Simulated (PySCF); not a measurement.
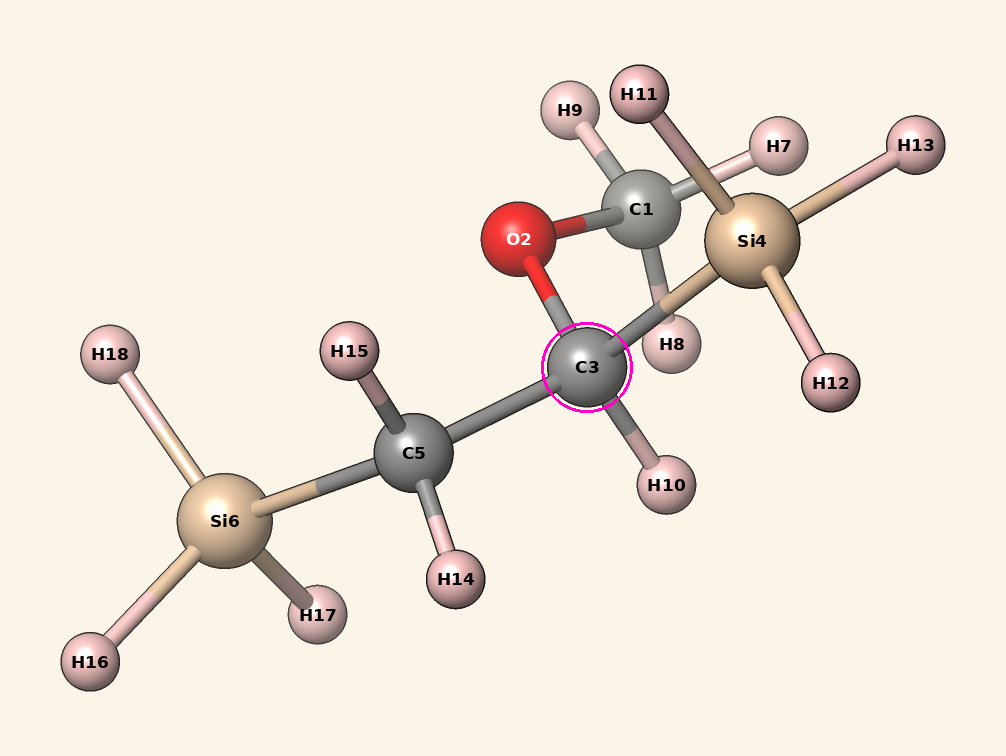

Depth is shown by fading: the farther an atom, the more it takes the colour of the background. Circles mark the stereogenic atoms. The computed structure is the end point of a PBE0-D3(BJ)/def2-SVP optimisation. No frequency run is at hand to confirm it as a minimum.

**Assign CIP descriptors.**

C3: S (priorities Si4 > O2 > C5 > H10).

**Write the isomeric SMILES.**

CO[C@@H]([SiH3])C[SiH3]
